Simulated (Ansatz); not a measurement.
Frequency calculation, with input and output: Si2H7OF

- system: Si2H7OF
- method: RKS B3LYP-D4/def2-SVP (Ansatz 0.2.0)

It belongs to a series of runs on one base structure; here: vibrations at the highest image of the band. Figures and captions count atoms from 1; the log counts them from 0 in places.

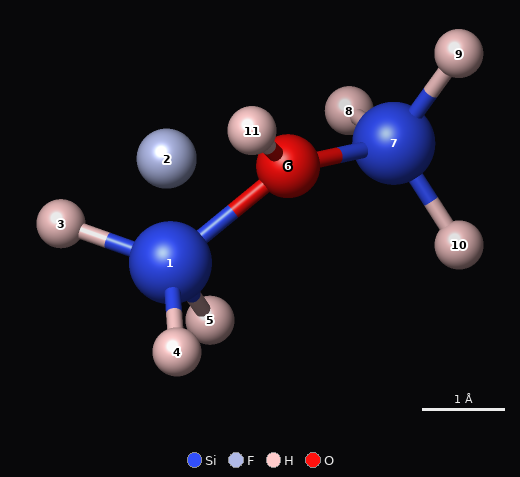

**Figure 1.** The input geometry (ball-and-stick view, seen at a tilt; atoms are numbered from 1 in the order of the input).

Input file:
```yaml
crystal:
  periodic: [false, false, false]
  atoms:
    - { symbol: Si, position_ang: [-0.103869, 0.118871, -0.107074] }
    - { symbol: F, position_ang: [-0.211234, 0.628154, 1.742171] }
    - { symbol: H, position_ang: [1.070184, -0.731029, 0.223513] }
    - { symbol: H, position_ang: [0.123852, 1.544302, -0.461234] }
    - { symbol: H, position_ang: [-0.527754, -0.461608, -1.443486] }
    - { symbol: O, position_ang: [-1.764528, -0.353009, 0.606553] }
    - { symbol: Si, position_ang: [-3.168102, -1.157695, 0.075206] }
    - { symbol: H, position_ang: [-2.823646, -2.563482, -0.255448] }
    - { symbol: H, position_ang: [-4.126246, -1.096985, 1.208126] }
    - { symbol: H, position_ang: [-3.6974, -0.447105, -1.114973] }
    - { symbol: H, position_ang: [-1.352956, 0.086785, 1.523344] }
basis:
  gaussian: { orbitals: def2-SVP }
hamiltonian:
  xc: b3lyp
  dispersion: d4
phonons: {}
```

Run as:
```bash
ansatz run input.yaml --threads 2 --pin off --max-ram 3072MiB --backend cpu --events-out ev --progress --plain --runs-dir out
```

The program's output:
```
Engine: ansatz 0.2.0, aarch64-unknown-linux-gnu
Functional definition: B3LYP
  parameter a0 = 0.2
  parameter ax = 0.72
  parameter ac = 0.81
  exchange = (1 - a0 - ax)*slater_x + ax*b88_x + a0*exact_x
  correlation = (1 - ac)*vwn_rpa_c + ac*lyp_c
1009 factors; integrals over basis functions are off by at most 5.9e-4 eV
mean field evaluation 1: about -20622.6654 eV, gradient 4.9e1 eV
mean field evaluation 2: about -20617.2183 eV, gradient 7.5e1 eV
mean field evaluation 4: about -20626.5381 eV, gradient 4.0e0 eV
mean field evaluation 8: about -20626.5698 eV, gradient 8.8e-3 eV
mean field -20626.56980200 eV, -758.0124590323 hartree, gradient 7.7e-5 eV, S^2 0.000000; 0 other end points of the search recorded, 0 dependent functions left out
the calculation of the forces begins
reference -20626.57007694 eV, -758.0124691363 hartree; 26, 26 occupied and 73, 73 virtual orbitals, 1009 factors
these checks for a lower state are left out or cut short: stability, starts, cluster_reference, orbital_swaps, neighbouring_geometries, increment
1009 factors; integrals over basis functions are off by at most 5.9e-4 eV
mean field evaluation 16: about -20626.5698 eV, gradient 4.3e-5 eV
mean field -20626.56978231 eV, -758.0124583087 hartree, gradient 1.8e-6 eV, S^2 0.000000; 0 other end points of the search recorded, 0 dependent functions left out
[... from here on the field's lines of each further geometry are left out, up to the last ...]
the calculation of the forces begins
reference -20626.57002728 eV, -758.0124673111 hartree; 26, 26 occupied and 73, 73 virtual orbitals, 1009 factors
these checks for a lower state are left out or cut short: stability, starts, cluster_reference, orbital_swaps, neighbouring_geometries, increment
1009 factors; integrals over basis functions are off by at most 5.9e-4 eV
mean field -20626.56975337 eV, -758.0124572454 hartree, gradient 2.4e-6 eV, S^2 0.000000; 0 other end points of the search recorded, 0 dependent functions left out
the calculation of the forces begins
reference -20626.57002829 eV, -758.0124673483 hartree; 26, 26 occupied and 73, 73 virtual orbitals, 1009 factors
WARN: phonons: modes at or below zero, which the zero-point energy, F, S and C_V leave out: 1, the lowest at -571.12 cm⁻¹. A minimum has none, and a first-order saddle one
Total energy: -20626.90151533 eV, -758.0246492723 hartree
Atom 0 at    -0.103869     0.118871    -0.107074 Å, force     0.000072     0.000321    -0.000379 eV/Å
Atom 1 at    -0.211234     0.628154     1.742171 Å, force    -0.000286     0.000282     0.000476 eV/Å
Atom 2 at     1.070184    -0.731029     0.223513 Å, force    -0.000168     0.000025    -0.000042 eV/Å
Atom 3 at     0.123852     1.544302    -0.461234 Å, force     0.000257     0.000007    -0.000106 eV/Å
Atom 4 at    -0.527754    -0.461608    -1.443486 Å, force     0.000141     0.000127     0.000033 eV/Å
Atom 5 at    -1.764528    -0.353009     0.606553 Å, force     0.001880    -0.000556    -0.001899 eV/Å
Atom 6 at    -3.168102    -1.157695     0.075206 Å, force    -0.000836     0.000074     0.001266 eV/Å
Atom 7 at    -2.823646    -2.563482    -0.255448 Å, force     0.000011     0.000043    -0.000018 eV/Å
Atom 8 at    -4.126246    -1.096985     1.208126 Å, force     0.000123     0.000239     0.000063 eV/Å
Atom 9 at    -3.697400    -0.447105    -1.114973 Å, force     0.000118     0.000004    -0.000022 eV/Å
Atom 10 at    -1.352956     0.086785     1.523344 Å, force    -0.001312    -0.000566     0.000627 eV/Å
Dipole moment:    -0.581891    -0.272716    -0.068694 e Å
Vibrations: -571.12 7.06 64.97 135.96 230.02 480.66 506.10 661.67 699.65 743.56 749.64 815.25 944.10 947.00 953.60 968.02 987.50 1063.67 1090.17 1108.11 2074.43 2185.49 2227.48 2251.84 2264.47 2269.13 2273.51 cm⁻¹, zero-point energy 1.779362 eV
```

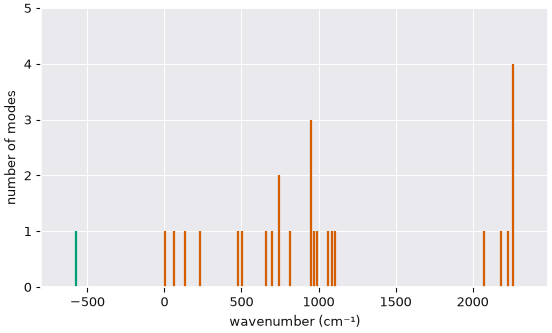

**Figure 2.** Harmonic vibrational wavenumbers from the force constants; neighbouring modes closer than 13 cm⁻¹ are counted in one stick, and imaginary ones are drawn at negative wavenumbers. 27 modes from 571i to 2274 cm⁻¹, 1 imaginary beyond 8i (571i cm⁻¹): a first-order saddle point, if the geometry is stationary.

Results in brief:

| quantity | value |
| --- | --- |
| outcome | converged |
| total energy | −20626.9015 eV |
| mean-field energy | −20626.5701 eV |
| largest force (length of the vector) | 0.003 eV/Å |
| hardware | 2 threads of Arm Neoverse V2, 24 GiB of memory available, shared host |
| wall time | 79 s (CPU time 2.5 min) |
| peak memory | 0.2 GiB |
